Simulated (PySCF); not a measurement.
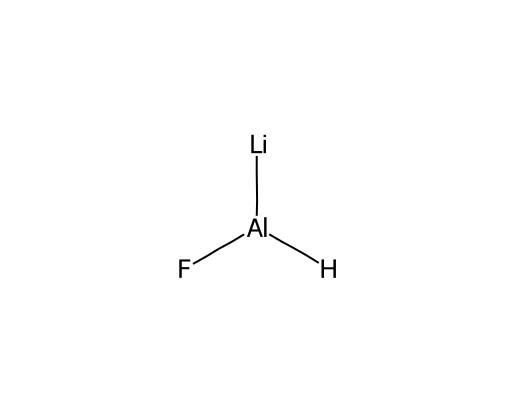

The picture comes from a calculation with PySCF.

2D structure.

Write the SMILES.

[Li][AlH][F]

What is the molecular formula?

AlFHLi.

An optimisation with PBE0-D4/def2-TZVP gave a structure of which point group?

Cs.
